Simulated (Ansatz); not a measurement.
# Run report: CH5ClSi, single-point calculation

- system: CH5ClSi
- method: RKS B97M-V/def2-TZVPP (Ansatz 0.2.0)

The geometry comes from this level: PBE0-D4/def2-TZVP.

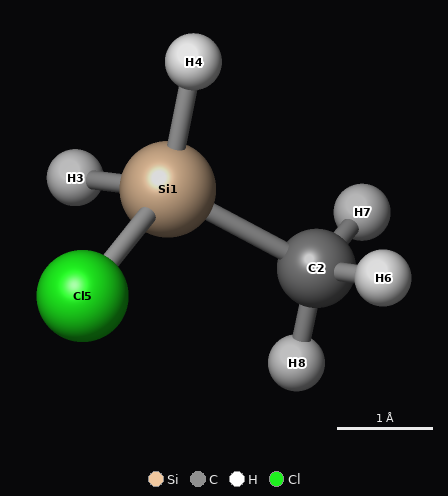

Figure 1. The input geometry (ball-and-stick view, seen at a tilt; atoms are numbered from 1 in the order of the input). Bond lengths as drawn: Cl–Si 2.06 Å, C–H 1.09 Å, C–Si 1.86 Å and H–Si 1.48 Å.

**Input**
```yaml
crystal:
  periodic: [false, false, false]
  atoms:
    - {symbol: Si, position_ang: [-1.159337, -0.286681, -0.089945]}
    - {symbol: C, position_ang: [0.169510, -1.444240, 0.495154]}
    - {symbol: H, position_ang: [-0.919968, 0.156973, -1.484995]}
    - {symbol: H, position_ang: [-1.276080, 0.899550, 0.792960]}
    - {symbol: Cl, position_ang: [-2.981625, -1.251279, -0.060308]}
    - {symbol: H, position_ang: [-0.029908, -1.778036, 1.515400]}
    - {symbol: H, position_ang: [1.139046, -0.938527, 0.480669]}
    - {symbol: H, position_ang: [0.229252, -2.322594, -0.150613]}
basis:
  gaussian: {orbitals: def2-TZVPP}
hamiltonian: {xc: {name: B97M-V}}
```

Run on 4 threads of Arm Neoverse V2, 23 GiB of memory available, shared host.

Launched with:
```bash
ansatz run in.yaml --threads 4 --pin off --events-out ev --progress --plain --max-ram 9574MiB
```

**Log**
```
Functional definition: B97M-V
  name "B97M-V"
  cite "Mardirossian & Head-Gordon, J. Chem. Phys. 142, 074111 (2015) doi:10.1063/1.4907719"
  cite "Becke, J. Chem. Phys. 107, 8554 (1997) doi:10.1063/1.475007"
  cite "Vydrov & Van Voorhis, J. Chem. Phys. 133, 244103 (2010) doi:10.1063/1.3521275"
  # Of w^i u^j: cxij and so on, Table III.
  parameter cx00 = 1.000
  parameter cx01 = 1.308
  parameter cx02 = 1.901
  parameter cx10 = 0.416
  parameter cx11 = 3.070
  parameter css00 = 1.000
  parameter css02 = -1.855
  parameter css10 = -5.668
  parameter css32 = -20.497
  parameter css42 = -20.364
  parameter cos00 = 1.000
  parameter cos01 = 1.573
  parameter cos03 = -6.298
  parameter cos10 = 2.535
  parameter cos32 = -6.427
  parameter b = 6.0
  parameter c = 0.01
  gx(w, u) = cx00 + cx01*u + cx02*u^2 + (cx10 + cx11*u)*w
  gss(w, u) = css00 + css02*u^2 + css10*w + (css32*w^3 + css42*w^4)*u^2
  gos(w, u) = cos00 + cos01*u + cos03*u^3 + cos10*w + cos32*w^3*u^2
  exchange = spin_sum(e_x_unif_s*gx(b97_w, b97_u_x))
  correlation = spin_sum(e_c_pw_mod_same_spin*gss(b97_w, b97_u_same))
      + integral(e_c_pw_mod_opposite_spin*gos(b97_w_opposite, b97_u_opposite)) + vv10(b, c)
1057 factors; their error is unknown
mean field evaluation 1: about -21510.4282 eV, gradient 5.1e1 eV
mean field evaluation 2: about -21505.5281 eV, gradient 6.1e1 eV
mean field evaluation 4: about -21516.4024 eV, gradient 2.8e0 eV
mean field evaluation 8: about -21516.4293 eV, gradient 6.5e-2 eV
mean field evaluation 16: about -21516.3968 eV, gradient 1.1e-4 eV
mean field -21516.39678631 eV, -790.7129975593 hartree, gradient 3.3e-5 eV, S^2 0.000000; 0 other end points of the search recorded, 0 dependent functions left out
reference -21516.39684230 eV, -790.7129996168 hartree; 21, 21 occupied and 164, 164 virtual orbitals, 1057 factors
Total energy: -21516.39684230 eV, -790.7129996168 hartree
```

**Summary**

- outcome: converged
- total energy: −21516.3968 eV
- SCF solution under orbital rotations: stable
- wall time: 3.9 s (CPU time 15 s)
- peak memory: 0.56 GiB
